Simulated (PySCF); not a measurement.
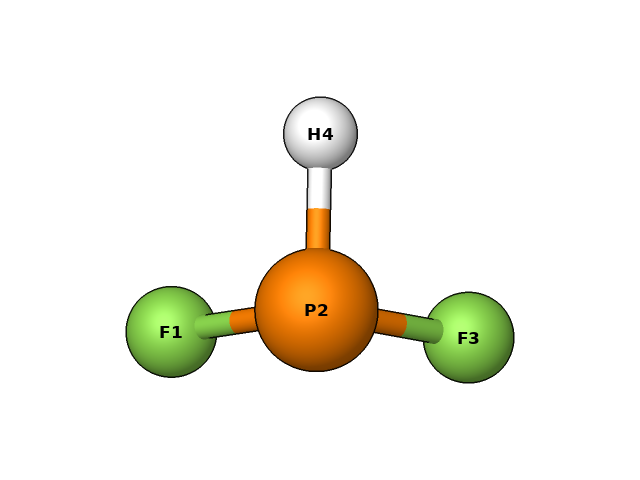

Every bond is drawn as one stick. The computed structure is the end point of a GFN2-xTB optimisation. No frequency run is at hand to confirm it as a minimum. Computed with PBE0/pcSseg-1 (PySCF 2.14.0).

List the Mayer bond orders of F1–P2, P2–H4 (one bond of each equivalent set).

```json
{"bond": "F1–P2", "Mayer order": "0.90", "length (Å)": "1.617"}
{"bond": "P2–H4", "Mayer order": "0.93", "length (Å)": "1.418"}
```

The geometry is semi-empirical. Around P such bond lengths and angles can be off by a tenth of an ångström or more and by several degrees, and values that hang on the shape move with them.
